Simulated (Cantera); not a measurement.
Charge: 1 mol NH3, 2.8 mol H2, 0.22 mol O2, at 1.10 bar.

These are equilibrium values from Cantera (NASA tables, ideal gas, pure condensed phases), not measurements of a reactor. Candidate condensed phases: H2O; 24 gas species. Kinetics and transport are ignored.

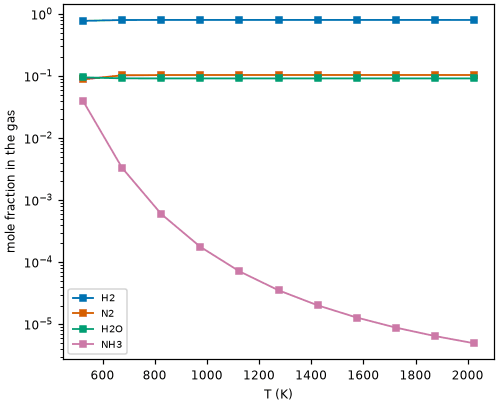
Equilibrium gas composition (values under 1e-9 drawn at 1e-9)

From 525 K to 2025 K nothing is condensed.
